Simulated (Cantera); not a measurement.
Feed: 1 mol Si₃N₄, 0.14 mol O₂, 12 mol H₂, held at 3.50 mbar.

Equilibrium computed with Cantera from the NASA thermochemical tables; the gas is ideal and each condensed phase is pure. Candidate condensed phases: H₂O, Si, SiO₂, Si₂N₂O, Si₃N₄; 35 gas species. Mutual solubility and eutectic melting of coexisting phases are not modelled. The tables' values for SiN are old estimates; treat these amounts as uncertain. Gases not in the tables: Si₂H₆ and higher silanes. The numbers say what is thermodynamically allowed, not how fast it happens.

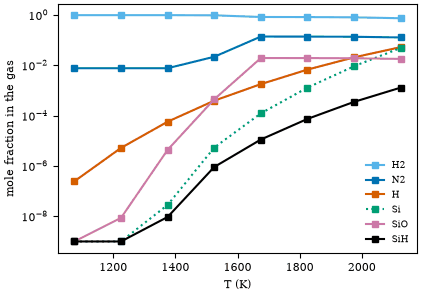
Figure: Equilibrium gas composition (values under 1e-9 drawn at 1e-9)

Read off the mole fractions at 1825 K.

H₂ about 0.83, N₂ about 0.14, SiO about 0.020, H about 0.0068, Si about 0.0013, SiH about 7.5e-5.
